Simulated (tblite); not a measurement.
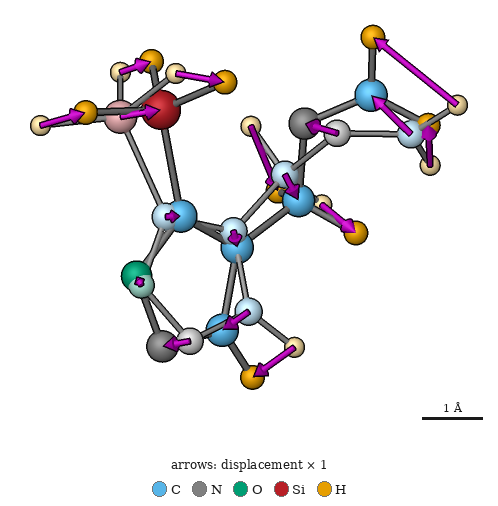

This is a relaxation of C5H8N2OSi. The starting structure is drawn faded, the final one solid; purple arrows show the displacements, at their true length. The two geometries are superimposed by the best rigid fit.

The picture is a ball-and-stick view, seen at a tilt.

These are results of tblite 0.8.0, GFN2-xTB geometry optimisation, gas phase, not measurements. 

What happened in the run?

Answer. An H atom moves most after the best rigid fit: 1.82 Å. Largest moves by element: H 1.82 Å, C 0.95 Å, N 0.76 Å, Si 0.71 Å, O 0.20 Å. Among the contacts that change: N–O 1.302 → 1.354 Å, C–C 1.372 → 1.411 Å, C–H 1.113 → 1.080 Å, C–N 1.338 → 1.305 Å. Bond angles that change, for instance: H–Si–H 106.0° → 113.6°, C–C–C 123.4° → 130.4°, O–C–Si 128.2° → 121.2°. Groups turn about C–C by about 60°. After 164 geometry steps the energy has fallen by 51.8 kJ/mol. Cost: 1.2 s on 1 thread of Arm Neoverse V1 (shared host).
